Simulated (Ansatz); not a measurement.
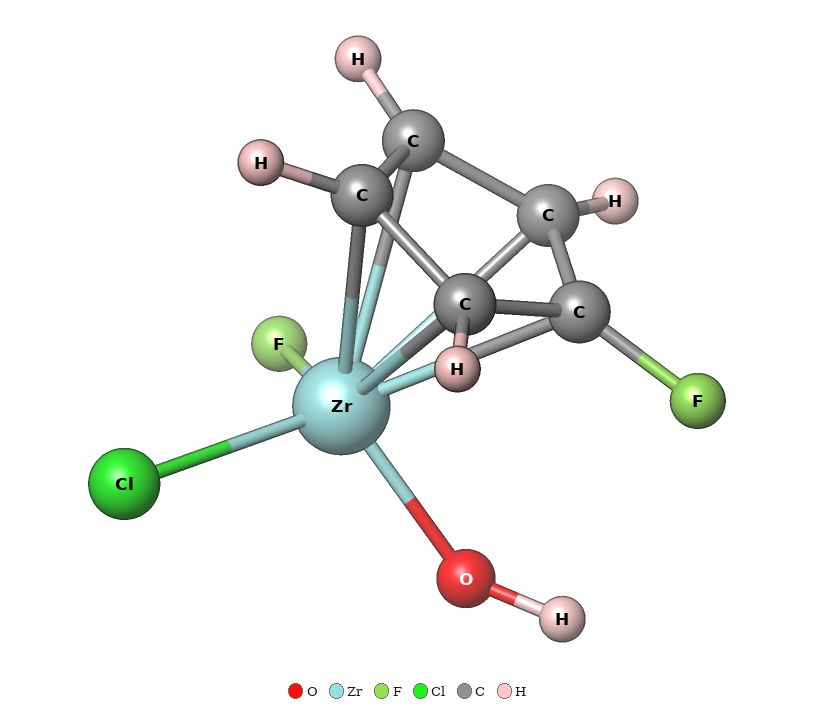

Atoms fade into the background with distance from the viewer. The species is neutral and a spin singlet. The computed structure is the end point of a PBE0-D4/def2-TZVP optimisation. No frequency run is at hand to confirm it as a minimum.

Which symmetry elements does this geometry have?

It has no symmetry element but the identity, so the point group is C1. The group has 1 operation. The geometry is chiral, and symmetry allows a dipole moment.
